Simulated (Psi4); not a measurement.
Run report: CH$_{4}$N, single-point calculation (part 1 of 2)

System: CH$_{4}$N, multiplicity 2.
Method: OMP2.5/DZ, UHF, ZORA (Psi4 1.11).

The geometry comes from this level: PBE0-D4/def2-TZVP.

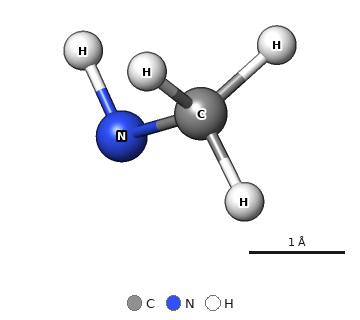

The structure as given in the input (ball-and-stick view, seen at a tilt). Bond lengths as drawn: C–H 1.09 to 1.10 Å, C–N 1.43 Å and H–N 1.02 Å.

Results in brief:

```json
{"quantity": "outcome", "value": "converged"}
{"quantity": "total energy", "value": "−94.836036 hartree"}
{"quantity": "SCF energy", "value": "−94.631829 hartree"}
{"quantity": "MP2 energy", "value": "−94.823841 hartree"}
{"quantity": "correlation energy", "value": "−0.204207 hartree"}
{"quantity": "basis functions", "value": "28"}
{"quantity": "⟨S²⟩", "value": "0.760"}
{"quantity": "hardware", "value": "1 thread of AMD EPYC (Zen 5), 16 GiB of memory available, shared host"}
{"quantity": "wall time", "value": "5.4 s"}
{"quantity": "peak memory", "value": "0.37 GiB"}
```

Input (run.py):
```python
import psi4

psi4.set_memory(1600000000)
psi4.set_num_threads(1)
psi4.core.set_output_file('output.dat', False)

geom = psi4.geometry("""
0 2
C     -0.12869035    -0.51646215    -0.44843201
N     -0.53706016     0.79954312     1.87536421
H     -0.50512379     0.70581271    -2.09003709
H     -1.34718575    -2.17564169    -0.57390982
H      1.84985290    -1.12835547    -0.64666428
H      0.66820716     2.31510348     1.88349003
units au
no_reorient
no_com
""")

psi4.set_options({
    'basis': 'DZ',
    'reference': 'uhf',
    'mp_type': 'conv',
    'relativistic': 'zora',
})

E, wfn = psi4.energy("omp2.5", return_wfn=True)
print(f'total energy {E:.8f} hartree = {E * 27.211386:.5f} eV')
```

Run as:
```bash
python run.py
```

What the program printed:
```
Relativistic analytic gradients are not implemented yet, re-routing to finite differences.

   => Loading Basis Set <=

    Name: DZ
    Role: ORBITAL
    Keyword: BASIS

         ---------------------------------------------------------
                                   SCF
                              UHF Reference
                        1 Threads,   1525 MiB Core
         ---------------------------------------------------------

  ==> Geometry <==

    Molecular point group: c1
    Full point group: C1

    Geometry (in Bohr), charge = 0, multiplicity = 2:

       Center              X                  Y                   Z               Mass
    ------------   -----------------  -----------------  -----------------  -----------------
         C           -0.128690350000    -0.516462150000    -0.448432010000    12.000000000000
         N           -0.537060160000     0.799543120000     1.875364210000    14.003074004430
         H           -0.505123790000     0.705812710000    -2.090037090000     1.007825032230
         H           -1.347185750000    -2.175641690000    -0.573909820000     1.007825032230
         H            1.849852900000    -1.128355470000    -0.646664280000     1.007825032230
         H            0.668207160000     2.315103480000     1.883490030000     1.007825032230

  Running in c1 symmetry.

  Rotational constants: A =      3.63638  B =      0.71914  C =      0.67499 [cm^-1]
  Rotational constants: A = 109016.06102  B =  21559.36989  C =  20235.75643 [MHz]
  Nuclear repulsion =   36.269361590304371

  Charge       = 0
  Multiplicity = 2
  Electrons    = 17
  Nalpha       = 9
  Nbeta        = 8

  ==> Algorithm <==

  SCF Algorithm Type is PK.
  DIIS enabled.
  MOM disabled.
  Fractional occupation disabled.
  Guess Type is SAD.
  Energy threshold   = 1.00e-08
  Density threshold  = 1.00e-08
  Integral threshold = 1.00e-12

  ==> Primary Basis <==

  Basis Set: DZ
    Blend: DZ
    Number of shells: 20
    Number of basis functions: 28
    Number of Cartesian functions: 28
    Spherical Harmonics?: false
    Max angular momentum: 1

  ==> Integral Setup <==

  Using in-core PK algorithm.
   Calculation information:
      Number of atoms:                   6
      Number of AO shells:              20
      Number of primitives:             44
      Number of atomic orbitals:        28
      Number of basis functions:        28

      Integral cutoff                 1.00e-12
      Number of threads:                 1

  Performing in-core PK
  Using 165242 doubles for integral storage.
  We computed 22136 shell quartets total.
  Whereas there are 22155 unique shell quartets.

  ==> DiskJK: Disk-Based J/K Matrices <==

    J tasked:                  Yes
    K tasked:                  Yes
    wK tasked:                  No
    Memory [MiB]:             1144
    Schwarz Cutoff:          1E-12

 OEINTS: Using relativistic (ZORA) kinetic integrals.

        ____  ____  ___  ___
       /_  / / __ \/ _ \/ _ |
        / /_/ /_/ / , _/ __ |
       /___/\____/_/|_/_/ |_|
      ========================

  ==> ZORA Details <==
    Total number of grid points: 1436852
    Total number of batches: 9324
    Using 1 thread(s)

  Minimum eigenvalue in the overlap matrix is 1.0595246454E-02.
  Reciprocal condition number of the overlap matrix is 2.3008546210E-03.
    Using symmetric orthogonalization.

  ==> Pre-Iterations <==

  SCF Guess: Superposition of Atomic Densities via on-the-fly atomic UHF (no occupation information).

   -------------------------
    Irrep   Nso     Nmo
   -------------------------
     A         28      28
   -------------------------
    Total      28      28
   -------------------------

  ==> Iterations <==

                        Total Energy        Delta E     RMS |[F,P]|

   @UHF iter SAD:   -93.87999212041265   -9.38800e+01   0.00000e+00
   @UHF iter   1:   -94.54742439037615   -6.67432e-01   1.09713e-02 DIIS/ADIIS
   @UHF iter   2:   -94.61484380005649   -6.74194e-02   5.39065e-03 DIIS/ADIIS
   @UHF iter   3:   -94.62857024795123   -1.37264e-02   1.46836e-03 DIIS/ADIIS
   @UHF iter   4:   -94.63142115044943   -2.85090e-03   4.88107e-04 DIIS/ADIIS
   @UHF iter   5:   -94.63176029543465   -3.39145e-04   2.02954e-04 DIIS/ADIIS
   @UHF iter   6:   -94.63180987974964   -4.95843e-05   1.00944e-04 DIIS/ADIIS
   @UHF iter   7:   -94.63182609672282   -1.62170e-05   3.75760e-05 DIIS
   @UHF iter   8:   -94.63182855595375   -2.45923e-06   1.17875e-05 DIIS
   @UHF iter   9:   -94.63182879817825   -2.42225e-07   3.23055e-06 DIIS
   @UHF iter  10:   -94.63182881647941   -1.83012e-08   1.08278e-06 DIIS
   @UHF iter  11:   -94.63182881876017   -2.28076e-09   2.89909e-07 DIIS
   @UHF iter  12:   -94.63182881892278   -1.62615e-10   1.29804e-07 DIIS
   @UHF iter  13:   -94.63182881896627   -4.34852e-11   6.45505e-08 DIIS
   @UHF iter  14:   -94.63182881898234   -1.60725e-11   3.93434e-08 DIIS
   @UHF iter  15:   -94.63182881899110   -8.75389e-12   2.49926e-08 DIIS
   @UHF iter  16:   -94.63182881899579   -4.68958e-12   1.12215e-08 DIIS
   @UHF iter  17:   -94.63182881899660   -8.10019e-13   3.32550e-09 DIIS
  Energy and wave function converged.

  ==> Post-Iterations <==

   @Spin Contamination Metric:   1.012644044E-02
   @S^2 Expected:                7.500000000E-01
   @S^2 Observed:                7.601264404E-01
   @S   Expected:                5.000000000E-01
   @S   Observed:                5.000000000E-01

    Orbital Energies [Eh]
    ---------------------

    Alpha Occupied:

       1A    -15.601623     2A    -11.263694     3A     -1.215960
       4A     -0.900063     5A     -0.651063     6A     -0.626917
       7A     -0.567298     8A     -0.447934     9A     -0.445214

    Alpha Virtual:

      10A      0.230603    11A      0.286653    12A      0.316550
      13A      0.338533    14A      0.362752    15A      0.456066
      16A      0.469983    17A      0.605510    18A      0.706842
      19A      0.750726    20A      0.807956    21A      1.034049
      22A      1.232325    23A      1.275895    24A      1.336724
      25A      1.395030    26A      1.579967    27A     23.867603
      28A     32.955768

    Beta Occupied:

       1A    -15.567812     2A    -11.267584     3A     -1.127372
       4A     -0.866475     5A     -0.629489     6A     -0.572771
       7A     -0.554867     8A     -0.402876

    Beta Virtual:

       9A      0.131841    10A      0.242080    11A      0.292125
      12A      0.322353    13A      0.362106    14A      0.366213
      15A      0.453526    16A      0.469124    17A      0.609300
      18A      0.772912    19A      0.833335    20A      0.860198
      21A      1.041123    22A      1.241137    23A      1.297343
      24A      1.350996    25A      1.396102    26A      1.609123
      27A     23.864794    28A     32.977367

    Final Occupation by Irrep:
              A
    DOCC [     8 ]
    SOCC [     1 ]
    NA   [     9 ]
    NB   [     8 ]

  @UHF Final Energy:   -94.63182881899660

   => Energetics <=

    Nuclear Repulsion Energy =             36.2693615903043707
    One-Electron Energy =                -199.0933677853855954
    Two-Electron Energy =                  68.1921773760846150
    Total Energy =                        -94.6318288189965955

  UHF NO Occupations:
  HONO-2 :    7  A 1.9986057
  HONO-1 :    8  A 1.9981226
  HONO-0 :    9  A 1.0000000
  LUNO+0 :   10  A 0.0018774
  LUNO+1 :   11  A 0.0013943
  LUNO+2 :   12  A 0.0010536
  LUNO+3 :   13  A 0.0005502

Computation Completed

Properties will be evaluated at   0.000000,   0.000000,   0.000000 [a0]

Properties computed using the SCF density matrix

 Multipole Moments:

 ------------------------------------------------------------------------------------
     Multipole            Electronic (a.u.)      Nuclear  (a.u.)        Total (a.u.)
 ------------------------------------------------------------------------------------

 L = 1.  Multiply by 2.5417464519 to convert [e a0] to [Debye]
 Dipole X            :          4.4659487           -3.8658127            0.6001360
 Dipole Y            :         -2.0419967            2.2149480            0.1729513
 Dipole Z            :         -9.7476282            9.0098362           -0.7377920
 Magnitude           :                                                    0.9666501

 ------------------------------------------------------------------------------------

	total time  =          3 seconds =       0.05 minutes
 MINTS: Wrapper to libmints.

   Calculation information:
      Number of threads:                 1
      Number of atoms:                   6
      Number of AO shells:              20
      Number of SO shells:              20
      Number of primitives:             44
      Number of atomic orbitals:        28
      Number of basis functions:        28

      Number of irreps:                  1
      Integral cutoff                 1.00e-12
      Number of functions per irrep: [  28 ]

 OEINTS: Overlap, kinetic, potential, dipole, and quadrupole integrals
         stored in file 35.

      Computing two-electron integrals...done
      Computed 80168 non-zero two-electron integrals.
        Stored in file 33.
```
